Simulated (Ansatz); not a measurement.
# H4S2Si: interaction energy of a dimer with the counterpoise correction from a Python script

How strongly do two molecules of H4S2Si bind, and how much of that is basis error? The task is the interaction energy of a dimer with the counterpoise correction, for H4S2Si. SMILES: S[SiH2]S.

All numbers are computed with the Python package of Ansatz 0.2.0. Level of theory: PBE0+D4/cc-pVDZ.

## 1. The structure

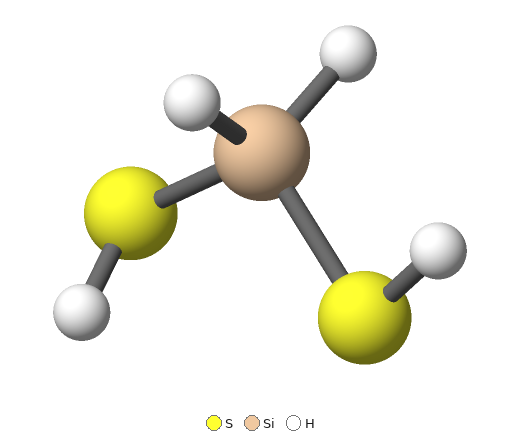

The starting structure, viewed from a chosen angle; sulfur yellow, silicon light orange, hydrogen white.

No structure file is read: the coordinates are typed or built in the script.

## 2. The code

dimer_h4s2si.py reads:

```python
"""Interaction energy of two H4S2Si molecules, with the counterpoise correction."""

import ansatz as az

FIRST = [
    ("S", (-1.255, -0.9683, -0.7083)),
    ("Si", (0.0226, 0.4547, 0.2232)),
    ("S", (1.5488, -0.6583, 1.1534)),
    ("H", (-2.0962, 0.0028, -1.1755)),
    ("H", (0.6121, 1.3308, -0.8331)),
    ("H", (-0.7191, 1.2696, 1.2261)),
    ("H", (1.8871, -1.4314, 0.1139)),
]
SECOND = [
    ("S", (5.3122, -4.2645, 1.5198)),
    ("Si", (3.2448, -3.7998, 1.7066)),
    ("S", (3.0021, -3.0053, 3.6414)),
    ("H", (5.1513, -4.7454, 0.2502)),
    ("H", (2.8945, -2.7631, 0.6901)),
    ("H", (2.4012, -5.0149, 1.5281)),
    ("H", (3.9928, -2.1052, 3.6078)),
]

def energy(atoms, ghosts=()):
    molecule = az.Crystal.molecule()
    for symbol, xyz in atoms:
        molecule = molecule.atom(symbol, xyz)
    calc = (
        molecule.calculation()
        .basis(gaussian="cc-pVDZ")
        .functional("pbe0", dispersion="d4")
        .accuracy("medium")
    )
    deck = calc.input()
    if ghosts:
        deck = deck.set(az.key.basis.gaussian.ghost_atoms, [{"symbol": s, "position_ang": list(xyz)} for s, xyz in ghosts])
    return az.Session.from_dict(deck).plan().execute().report["free_energy_ev"]

# ghost atoms carry the functions of the partner
both = energy(FIRST + SECOND)
alone = energy(FIRST) + energy(SECOND)
ghosted = energy(FIRST, SECOND) + energy(SECOND, FIRST)
print(f"dimer {both:.6f} eV")
print(f"interaction, uncorrected   {(both - alone):8.3f} eV")
print(f"interaction, counterpoise  {(both - ghosted):8.3f} eV")
print(f"basis-set superposition    {(alone - ghosted):8.3f} eV")
```

## 3. The calls as engine input

The package turns the script's settings into the engine's input (first run):

```yaml
crystal:
  periodic: [false, false, false]
  atoms:
    - { symbol: S, position_ang: [-1.255, -0.9683, -0.7083] }
    - { symbol: Si, position_ang: [0.0226, 0.4547, 0.2232] }
    - { symbol: S, position_ang: [1.5488, -0.6583, 1.1534] }
    - { symbol: H, position_ang: [-2.0962, 0.0028, -1.1755] }
    - { symbol: H, position_ang: [0.6121, 1.3308, -0.8331] }
    - { symbol: H, position_ang: [-0.7191, 1.2696, 1.2261] }
    - { symbol: H, position_ang: [1.8871, -1.4314, 0.1139] }
    - { symbol: S, position_ang: [5.3122, -4.2645, 1.5198] }
    - { symbol: Si, position_ang: [3.2448, -3.7998, 1.7066] }
    - { symbol: S, position_ang: [3.0021, -3.0053, 3.6414] }
    - { symbol: H, position_ang: [5.1513, -4.7454, 0.2502] }
    - { symbol: H, position_ang: [2.8945, -2.7631, 0.6901] }
    - { symbol: H, position_ang: [2.4012, -5.0149, 1.5281] }
    - { symbol: H, position_ang: [3.9928, -2.1052, 3.6078] }
accuracy: medium
basis:
  gaussian:
    orbitals: cc-pVDZ
hamiltonian:
  xc: pbe0
  dispersion: d4
```

## 4. Running it

Run with:

```
$ python dimer_h4s2si.py
```

Output:

```text
dimer -59208.236718 eV
interaction, uncorrected      0.069 eV
interaction, counterpoise     0.093 eV
basis-set superposition       0.025 eV
```

Run time: 26 s. Hardware: 1 thread of Arm Neoverse V1, shared host; peak memory 0.48 GiB.

## 5. Inputs of later runs

The engine's inputs for some of the other runs:

Run 2, against run 1:

```diff
@@ -11,7 +10,0 @@
-    - { symbol: S, position_ang: [5.3122, -4.2645, 1.5198] }
-    - { symbol: Si, position_ang: [3.2448, -3.7998, 1.7066] }
-    - { symbol: S, position_ang: [3.0021, -3.0053, 3.6414] }
-    - { symbol: H, position_ang: [5.1513, -4.7454, 0.2502] }
-    - { symbol: H, position_ang: [2.8945, -2.7631, 0.6901] }
-    - { symbol: H, position_ang: [2.4012, -5.0149, 1.5281] }
-    - { symbol: H, position_ang: [3.9928, -2.1052, 3.6078] }
```

Run 4, against run 1:

```diff
@@ -11,7 +10,0 @@
-    - { symbol: S, position_ang: [5.3122, -4.2645, 1.5198] }
-    - { symbol: Si, position_ang: [3.2448, -3.7998, 1.7066] }
-    - { symbol: S, position_ang: [3.0021, -3.0053, 3.6414] }
-    - { symbol: H, position_ang: [5.1513, -4.7454, 0.2502] }
-    - { symbol: H, position_ang: [2.8945, -2.7631, 0.6901] }
-    - { symbol: H, position_ang: [2.4012, -5.0149, 1.5281] }
-    - { symbol: H, position_ang: [3.9928, -2.1052, 3.6078] }
@@ -21,0 +15,8 @@
+    ghost_atoms:
+      - { symbol: S, position_ang: [5.3122, -4.2645, 1.5198] }
+      - { symbol: Si, position_ang: [3.2448, -3.7998, 1.7066] }
+      - { symbol: S, position_ang: [3.0021, -3.0053, 3.6414] }
+      - { symbol: H, position_ang: [5.1513, -4.7454, 0.2502] }
+      - { symbol: H, position_ang: [2.8945, -2.7631, 0.6901] }
+      - { symbol: H, position_ang: [2.4012, -5.0149, 1.5281] }
+      - { symbol: H, position_ang: [3.9928, -2.1052, 3.6078] }
```

Run 5, against run 1:

```diff
@@ -4,7 +3,0 @@
-    - { symbol: S, position_ang: [-1.255, -0.9683, -0.7083] }
-    - { symbol: Si, position_ang: [0.0226, 0.4547, 0.2232] }
-    - { symbol: S, position_ang: [1.5488, -0.6583, 1.1534] }
-    - { symbol: H, position_ang: [-2.0962, 0.0028, -1.1755] }
-    - { symbol: H, position_ang: [0.6121, 1.3308, -0.8331] }
-    - { symbol: H, position_ang: [-0.7191, 1.2696, 1.2261] }
-    - { symbol: H, position_ang: [1.8871, -1.4314, 0.1139] }
@@ -21,0 +15,8 @@
+    ghost_atoms:
+      - { symbol: S, position_ang: [-1.255, -0.9683, -0.7083] }
+      - { symbol: Si, position_ang: [0.0226, 0.4547, 0.2232] }
+      - { symbol: S, position_ang: [1.5488, -0.6583, 1.1534] }
+      - { symbol: H, position_ang: [-2.0962, 0.0028, -1.1755] }
+      - { symbol: H, position_ang: [0.6121, 1.3308, -0.8331] }
+      - { symbol: H, position_ang: [-0.7191, 1.2696, 1.2261] }
+      - { symbol: H, position_ang: [1.8871, -1.4314, 0.1139] }
```

Lines on the test bed's own set-up are left out of the output.

## 6. What each run gave

From the records of these 5 runs:

| run | system | ghost atoms | energy (eV) | SCF cycles | CPU time (s) |
| --- | --- | --- | --- | --- | --- |
| 1 | H8S4Si2 | not set | -59208.2367 | 17 | 11 |
| 2 | H4S2Si | not set | -29604.1526 | 15 | 2.3 |
| 3 | H4S2Si | not set | -29604.1527 | 15 | 2.3 |
| 4 | H4S2Si | a list of 7 | -29604.1652 | 14 | 5.2 |
| 5 | H4S2Si | a list of 7 | -29604.1650 | 14 | 5.2 |

Totals carry meaning only in balanced differences at one level of theory.

## 7. What came out

```
                        quantity     value
 interaction energy, uncorrected  0.069 eV
interaction energy, counterpoise  0.093 eV
                   runs compared         5
```

The pair is unbound at this geometry and level. Uncorrected it is 0.069 eV, with the counterpoise correction 0.093 eV; the difference, 0.02 eV, is the superposition error. The pose is repulsive. The dimer is a generated trial pose of unrelaxed monomers, not a minimum, so the figure is no binding energy, and the basis set is small.
